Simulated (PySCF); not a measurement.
# Cl4Si: the cost of one run

Programs: PySCF 2.14.0, with density-fitted response routines of our own. Each step states its level of theory. These are calculated values for one molecule in the gas phase, unless marked as measured. Atoms count from 0, in the outputs and in this text.

## 1. The starting structure

5 atoms, charge 0, multiplicity 1; geometry from: GFN2-xTB. The atoms were then displaced at random by about 0.03 Å, so the start is not that level's minimum.

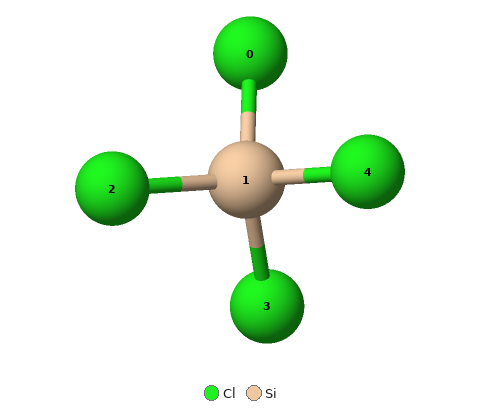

As it starts; chlorine green, silicon light orange, atoms numbered.

## 2. Optimising the geometry at PBE0-D3(BJ)/def2-SVP

What the job is given:

```
{"job": {"xc": "PBE0", "basis": "def2-SVP", "d3": "d3bj", "grid": 1, "shake": 0.03, "kind": "geom"}, "charge": 0, "multiplicity": 1}
Cl    -1.111070    -1.278010    -1.102710
Si    -0.013520    -0.012460    -0.013080
Cl    -0.844930     1.847540     0.009060
Cl     0.224740    -0.708230     1.861830
Cl     1.836880     0.046380    -0.851590
```

Launch:

```bash
$ OMP_NUM_THREADS=1 python probes_run.py task.json out
```

One launch serves the whole session: the jobs run in the order shown.

**Question.** How long does this first job take on 1 thread of Arm Neoverse V2, shared host, and how much memory does it need?

About 20 s, with a peak of 0.36 GiB.
